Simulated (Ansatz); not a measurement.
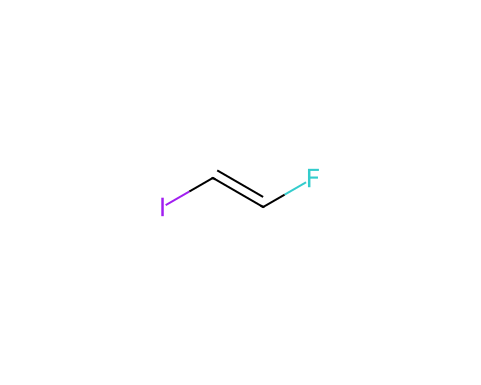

2D structure.

Question: Write the SMILES.

Answer: F/C=C/I

Question: Give the formula, hydrogens included.

Answer: C2H2FI.

More results for the same structure follow; atom numbers are the same in all pictures, views and colours differ. Computed geometry: PBE0-D4/def2-TZVP optimisation.

Electronic properties

Method: RKS B3LYP-D4/def2-TZVPP, core potentials on I (Ansatz 0.2.0).

Computed properties:

- dipole moment: 0.37 D
- HOMO energy (Kohn–Sham orbital): −6.85 eV
- LUMO energy (Kohn–Sham orbital): −1.16 eV
- HOMO–LUMO gap: 5.69 eV

Charges

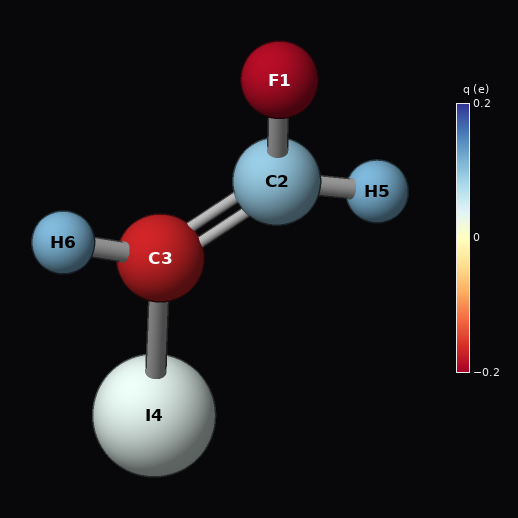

Atoms are coloured by their Mulliken charges. Level of theory: RKS B3LYP-D4/def2-TZVPP, core potentials on I (Ansatz 0.2.0).

Question: Which atom carries the highest charge (most positive or least negative)?

Answer: H5, H6 (0.11 e).

Question: And the lowest?

Answer: F1 (−0.19 e).

Give the Mulliken charges atom by atom.

| atom | value (e) |
| --- | --- |
| F1 | −0.19 |
| C2 | 0.10 |
| C3 | −0.17 |
| I4 | 0.03 |
| H5 | 0.11 |
| H6 | 0.11 |

Thermal motion

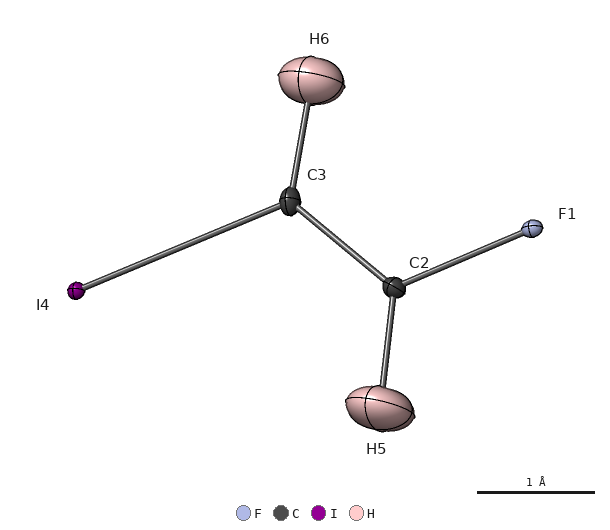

Displacement ellipsoids at the 50 % level, enlarged 1.5 times, from the internal vibrations of the free molecule (harmonic, no overall translation or rotation; no half-axis is drawn under 0.075 Å). Vibrations computed with RKS PBE0-D4/def2-TZVP, core potentials on I (Ansatz 0.2.0). Temperature: 0 K (zero-point motion alone).

Give the displacement parameters, one line for each set of equivalent atoms.

```tsv
atom	U_eq (Å²)	rms amplitudes (Å)
F1	0.0013	0.031, 0.034, 0.041
C2	0.0020	0.038, 0.046, 0.048
C3	0.0022	0.039, 0.048, 0.054
I4	0.00005	0.004, 0.004, 0.011
H5	0.0138	0.079, 0.130, 0.136
H6	0.0126	0.088, 0.119, 0.126
```

Mulliken values depend strongly on the basis set and can even reverse the polarity of a bond.
